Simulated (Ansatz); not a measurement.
**C2H5 (charge −1, triplet): density, localisation and related maps**

The calculation's input:

```
crystal:
  periodic: [false, false, false]
  atoms:
    - {symbol: C, position_ang: [-2.382099, 0.516363, -1.045659]}
    - {symbol: C, position_ang: [-1.108737, 0.713416, -1.781357]}
    - {symbol: H, position_ang: [-3.317886, 0.406466, -1.598307]}
    - {symbol: H, position_ang: [-2.418213, 0.683557, 0.033197]}
    - {symbol: H, position_ang: [-0.242554, 0.408861, -1.167847]}
    - {symbol: H, position_ang: [-1.102503, 0.143642, -2.727271]}
    - {symbol: H, position_ang: [-0.955002, 1.783101, -2.048069]}
basis:
  gaussian: {orbitals: def2-TZVPD}
hamiltonian: {xc: pbe0}
output: {forces: true, orbitals: {seedname: orbitals}}
magnetization: {spin_polarized: true, initial_magnetization: 2}
total_charge: -1
```

Launched as:

```sh
ansatz run input.yaml --threads 2 --pin off --max-ram 4350MiB --events-out events.jsonl --progress --plain --runs-dir runs
```

Geometry: PBE0-D3(BJ)/def2-SVPD; the highest occupied orbital lies above zero, a sign that basis and functional describe the outermost electron poorly.

Level of theory: isolated molecule in a Gaussian basis; Kohn-Sham density functional theory, functional PBE0 in Ansatz 0.2.0.

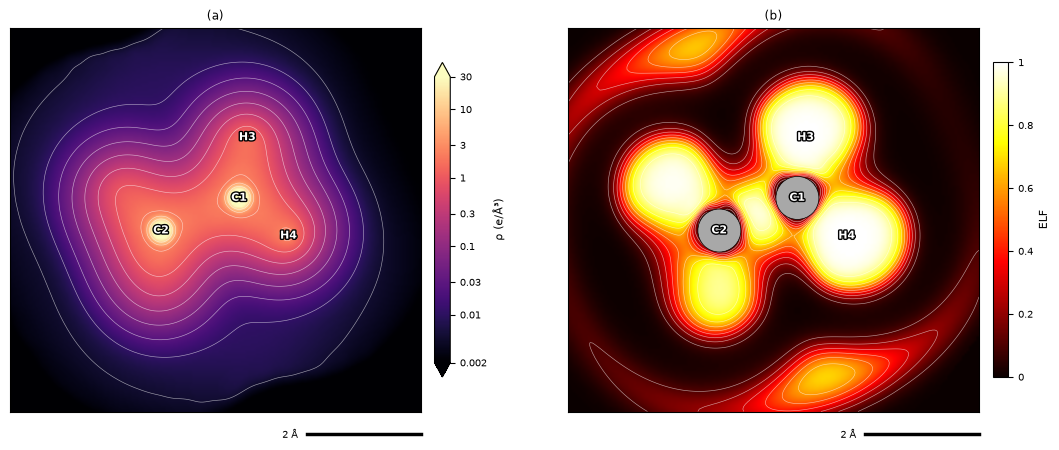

Figure 1. (a) total electron density; (b) electron localisation function on the plane of atoms C2, C1 and H4. Grey discs cover the atomic cores in the ELF map.

Q: What does the map show?

A:
- The plane passes through C and H nuclei.
- C–C (1.48 Å): ρ at the midpoint is about 1.8 e/Å³; the ELF peaks at about 0.95 between the atoms: a covalent bond.
- C–H (1.09 Å): ρ is about 2 e/Å³ halfway; the ELF climbs to about 1 towards the hydrogen, as it does in any bond to H; an ordinary covalent bond to hydrogen.

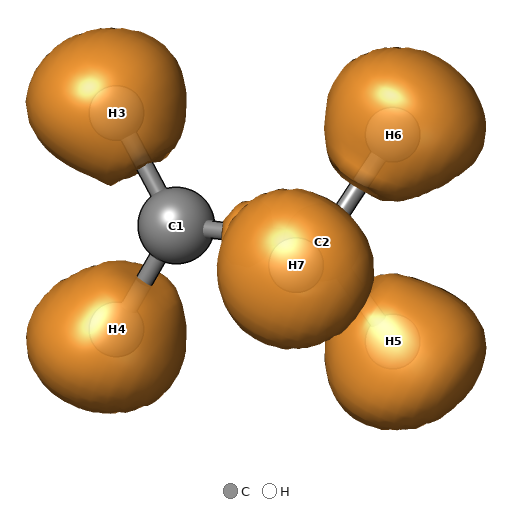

Figure 2. Isosurface of the ELF at 0.9 (orange), seen at a tilt. Only the valence region is drawn (cores and ρ < 0.01 e/Å³ removed).

Q: Where are the electrons localised?

A: At this value the surface marks out one region between bonded C–C atoms (shared pairs) and five regions around hydrogen nuclei.
